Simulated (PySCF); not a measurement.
## Geometry relaxation, with input and output: C6H8SSi

C6H8SSi, SMILES [SiH3]Sc1ccccc1, computed with PBE0-D3(BJ)/def2-SVP geometry optimisation, gas phase (PySCF 2.14.0).

It belongs to a series of runs on one base structure; here: H on C replaced by SSiH3.

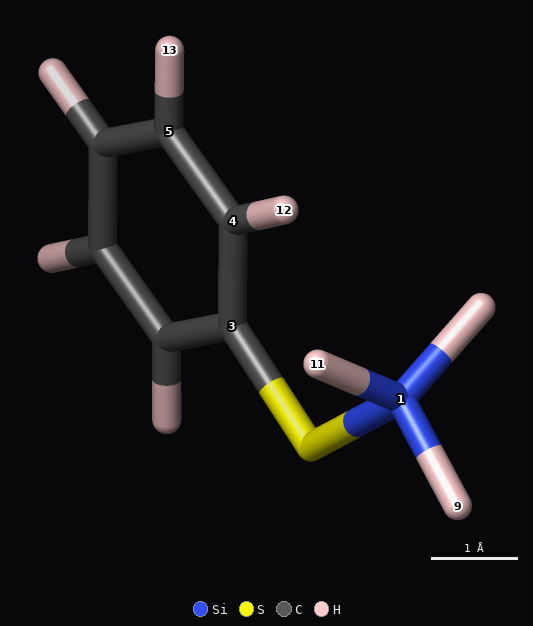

Fig. 1: The input geometry (stick view, seen at a tilt; atoms are numbered from 1 in the order of the input). Bond lengths as drawn: C–C 1.38 to 1.39 Å, C–H 1.08 Å, C–S 1.77 Å, H–Si 1.45 to 1.46 Å and S–Si 2.15 Å.

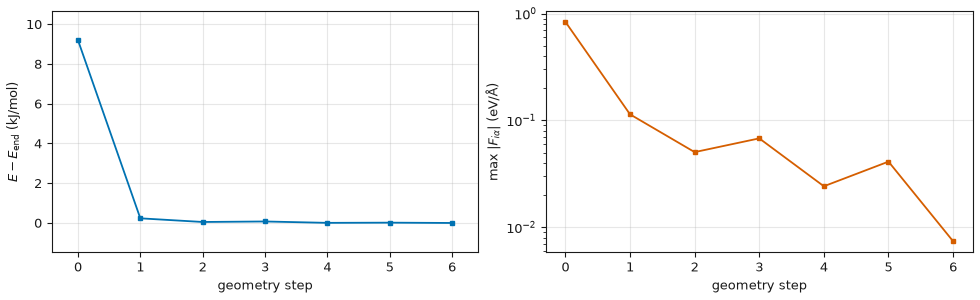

Fig. 2: Progress of the relaxation, step by step (steps are counted from 0).

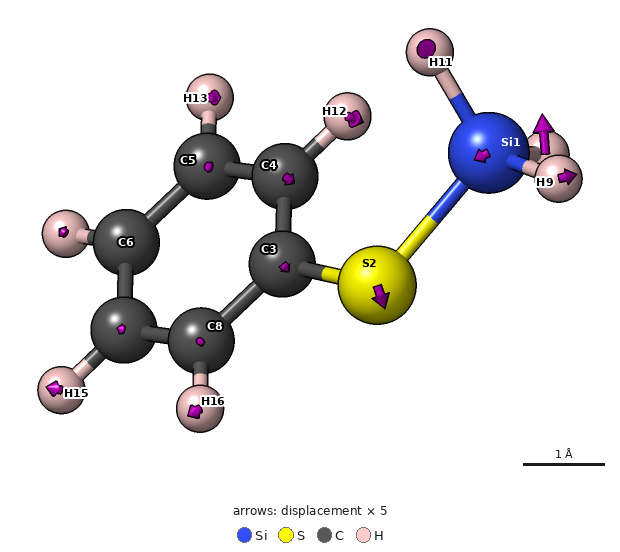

Fig. 3: The starting structure with the displacements as pink arrows, magnified 5 times (ball-and-stick view, seen at a tilt). The two geometries are laid on each other by the best rigid fit. The energy falls by 9.20 kJ/mol in 6 geometry steps. The largest force component goes from 0.84 to 0.0074 eV/Å. H10 moves most after the best rigid fit: 0.10 Å. By element the largest moves are H 0.10 Å, S 0.06 Å, Si 0.04 Å, C 0.03 Å. Distances before and after: Si1–H9 1.451 → 1.490 Å, Si1–H10 1.459 → 1.493 Å, C4–H12 1.080 → 1.093 Å, C3–C4 1.387 → 1.399 Å. Among the angles that change: S2–Si1–H10 109.0° → 112.4°, H10–Si1–H11 111.8° → 108.8°, H9–Si1–H10 112.7° → 110.2°. (Atoms are counted from 1 in the order of the input.)

These pictures come from the run below.

Input
```
{"job": {"xc": "PBE0", "basis": "def2-SVP", "d3": "d3bj", "grid": 1, "kind": "geom"}, "charge": 0, "multiplicity": 1}
Si     3.059928     0.794050    -0.259145
S      1.905759    -1.003968    -0.494583
C      0.211571    -0.575816    -0.207274
C     -0.217524     0.706838     0.100273
C     -1.563008     0.950264     0.315015
C     -2.487571    -0.075228     0.223540
C     -2.058358    -1.355620    -0.088058
C     -0.717613    -1.607261    -0.301724
H      4.404555     0.294068    -0.478788
H      2.647168     1.759689    -1.271422
H      2.868058     1.309528     1.091577
H      0.490613     1.519594     0.172800
H     -1.887211     1.952095     0.556927
H     -3.535612     0.122082     0.392617
H     -2.771189    -2.163256    -0.163968
H     -0.372362    -2.600224    -0.544877
```

The first line tells a small driver script what to run in PySCF; the rest is the geometry in Å.

Output
```
step   0  E = -920.24139621  max force = 0.016281
step   1  E = -920.24481169  max force = 0.002219
step   2  E = -920.24488181  max force = 0.000983
step   3  E = -920.24487203  max force = 0.001322
step   4  E = -920.24489866  max force = 0.000471
step   5  E = -920.24489481  max force = 0.000801
step   6  E = -920.24490076  max force = 0.000144
optimisation converged
```

Key numbers

- outcome: converged
- total energy: −920.244901 hartree
- dipole moment: 1.20 D
- point group: C1
- hardware: 1 CPU thread, shared host
- wall time: 53 s
- peak memory: 0.65 GiB
